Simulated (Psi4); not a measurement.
# BrCl (bromine chloride) at MP3/def2-TZVPPD

What is the vertical electron affinity of BrCl (bromine chloride) at MP3/def2-TZVPPD? The job is set up through an ASE script.

Program for the calculation: Psi4 1.11.

2 further runs of the same task are left out: 2 set aside as unsound or not needed.

## 1. The structure to begin with

BrCl has 2 atoms, charge 0, and is taken as a singlet. As SMILES, `ClBr`. Geometry: the measured bond length.

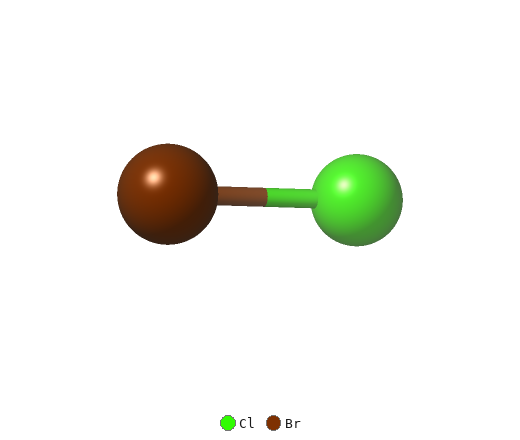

The structure, seen from a chosen angle (chlorine green, bromine brown).

## 2. The energy at MP3/def2-TZVPPD

Input file brcl.xyz:

```xyz
2
BrCl
Cl     0.000000     0.000000     0.000000
Br     0.000000     0.000000     2.136065
```

Input file brcl_ase.py:

```python
import numpy as np
from ase.calculators.psi4 import Psi4
from ase.io import read

mol = read('brcl.xyz')
calc = Psi4(atoms=mol, method='mp3', basis='def2-TZVPPD', memory='1600MB', num_threads=1, charge=0, multiplicity=1, label='psi4-calc')
calc.psi4.set_options({'puream': True, 'e_convergence': 1e-09, 'd_convergence': 1e-08, 'scf_type': 'pk', 'num_frozen_docc': 14, 'mp_type': 'conv'})
mol.calc = calc

print(f'energy: {mol.get_potential_energy():.6f} eV')
```

The run is started by

```
python brcl_ase.py
```

psi4-calc.dat (excerpt; [...] marks lines left out):

```text
[...]
  Running in c1 symmetry.
[...]
  Nuclear repulsion =  147.402087646513593
[...]
  Multiplicity = 1
[...]
  Nalpha       = 26
  Nbeta        = 26
[...]
    Number of basis functions: 108
[...]
   @RHF iter   1: -3031.71907516433157   -1.71918e+00   1.08440e-02 DIIS/ADIIS
[...]
   @RHF iter  11: -3031.90362252745263   -4.09273e-12   2.98673e-09 DIIS
[...]
    Orbital Energies [Eh]
    ---------------------
    Doubly Occupied:
       1A   -490.080117     2A   -104.883795     3A    -65.220788
       4A    -58.576757     5A    -58.574156     6A    -58.574156
       7A    -10.609135     8A     -9.892749     9A     -8.075963
      10A     -8.073716    11A     -8.073716    12A     -7.507115
      13A     -7.495842    14A     -7.495842    15A     -3.250900
      16A     -3.245549    17A     -3.245549    18A     -3.231258
      19A     -3.231258    20A     -1.165950    21A     -0.975506
      22A     -0.566238    23A     -0.539834    24A     -0.539834
      25A     -0.422210    26A     -0.422210
[...]
  @RHF Final Energy: -3031.90362252745263
   => Energetics <=
    Nuclear Repulsion Energy =            147.4020876465135927
    One-Electron Energy =               -4510.6711359220125814
    Two-Electron Energy =                1331.3654257480463912
    Total Energy =                      -3031.9036225274521712
[...]
 Multipole Moments:
 ------------------------------------------------------------------------------------
     Multipole            Electronic (a.u.)      Nuclear  (a.u.)        Total (a.u.)
 ------------------------------------------------------------------------------------
 L = 1.  Multiply by 2.5417464519 to convert [e a0] to [Debye]
 Dipole X            :          0.0000000            0.0000000            0.0000000
 Dipole Y            :          0.0000000            0.0000000            0.0000000
 Dipole Z            :          4.3671776           -4.1717849            0.1953927
 Magnitude           :                                                    0.1953927
[...]
	SCS-MP2 Total Energy (a.u.)        : -3032.34962362518854
	SOS-MP2 Total Energy (a.u.)        : -3032.33948763435637
[...]
	SOS-PI-MP2 Total Energy (a.u.)     : -3032.37301571950275
[...]
	MP2 Total Energy (a.u.)            : -3032.36989560685333
[...]
	SCS-MP3 Total Energy (a.u.)        : -3032.35482031033280
[...]
	MP3 Total Energy (a.u.)            : -3032.39068234742990
[...]
```

The script printed:

```text
energy: -82515.553434 eV
```

Run time: 17 s. Hardware: 1 thread of AMD EPYC 7R43 (Zen 3), shared host; peak memory 1 GiB.

## 3. The doublet anion at the same level

brcl.xyz is that of step 2.

Input file run.py:

```python
import numpy as np
from ase.calculators.psi4 import Psi4
from ase.io import read

a = read('brcl.xyz')
calc = Psi4(atoms=a, method='mp3', basis='def2-TZVPPD', memory='1600MB', num_threads=1, charge=-1, multiplicity=2, label='psi4-calc', reference='uhf')
calc.psi4.set_options({'puream': True, 'e_convergence': 1e-09, 'd_convergence': 1e-08, 'scf_type': 'pk', 'num_frozen_docc': 14, 'maxiter': 100, 'mp_type': 'conv'})
a.calc = calc

print(f'energy: {a.get_potential_energy():.6f} eV')
```

The run is started by

```
python run.py
```

psi4-calc.dat (excerpt; [...] marks lines left out):

```text
[...]
  Running in c1 symmetry.
[...]
  Nuclear repulsion =  147.402087646513593
[...]
  Multiplicity = 2
[...]
  Nalpha       = 27
  Nbeta        = 26
[...]
    Number of basis functions: 108
[...]
   @UHF iter   1: -3031.66100572975756   -1.66112e+00   1.16170e-02 ADIIS/DIIS
[...]
   @UHF iter  14: -3031.92352202900065   -6.82121e-12   4.21386e-09 DIIS
[...]
   @S^2 Observed:                7.646350307E-01
[...]
  @UHF Final Energy: -3031.92352202900065
   => Energetics <=
    Nuclear Repulsion Energy =            147.4020876465135927
    One-Electron Energy =               -4525.1435696823682520
    Two-Electron Energy =                1345.8179600068540367
    Total Energy =                      -3031.9235220290001962
  UHF NO Occupations:
  HONO-2 :   25  A 1.9989855
  HONO-1 :   26  A 1.9951949
[...]
 Multipole Moments:
 ------------------------------------------------------------------------------------
     Multipole            Electronic (a.u.)      Nuclear  (a.u.)        Total (a.u.)
 ------------------------------------------------------------------------------------
 L = 1.  Multiply by 2.5417464519 to convert [e a0] to [Debye]
 Dipole X            :          0.0000000            0.0000000            0.0000000
 Dipole Y            :          0.0000000            0.0000000            0.0000000
 Dipole Z            :          4.6979826           -4.1717849            0.5261977
 Magnitude           :                                                    0.5261977
[...]
	SCS-MP2 Total Energy (a.u.)        : -3032.38256881656889
	SOS-MP2 Total Energy (a.u.)        : -3032.36949466400347
[...]
	SOS-PI-MP2 Total Energy (a.u.)     : -3032.40380025131117
[...]
	MP2 Total Energy (a.u.)            : -3032.40871712170065
[...]
	SCS-MP3 Total Energy (a.u.)        : -3032.38675502635942
[...]
	MP3 Total Energy (a.u.)            : -3032.42546196086278
[...]
```

On the terminal:

```text
energy: -82516.499836 eV
```

Wall time 37 s (1 thread of AMD EPYC 7R43 (Zen 3), shared host); peak memory 1 GiB.

## 4. What came out

Level: MP3/def2-TZVPPD, 14 core orbitals frozen.

```
                                                                 quantity           value
                                               singlet BrCl: total energy  -3032.39068 Eh
                        singlet BrCl: HOMO energy (Hartree–Fock orbitals)       -11.49 eV
                        singlet BrCl: LUMO energy (Hartree–Fock orbitals)         0.22 eV
                      singlet BrCl: HOMO–LUMO gap (Hartree–Fock orbitals)        11.71 eV
               singlet BrCl: correlation energy (14 core orbitals frozen)      -487.1 mEh
                                              doublet anion: total energy  -3032.42546 Eh
doublet anion: HOMO energy (Hartree–Fock orbitals) (highest over α and β)        -1.51 eV
 doublet anion: LUMO energy (Hartree–Fock orbitals) (lowest over α and β)         4.87 eV
              doublet anion: correlation energy (14 core orbitals frozen)      -501.9 mEh
                         doublet anion: ⟨S²⟩ of the reference determinant           0.765
                        vertical electron affinity (to the doublet anion)        0.946 eV
```

What this shows: At fixed nuclei the extra electron is bound by 0.95 eV (91.3 kJ/mol).
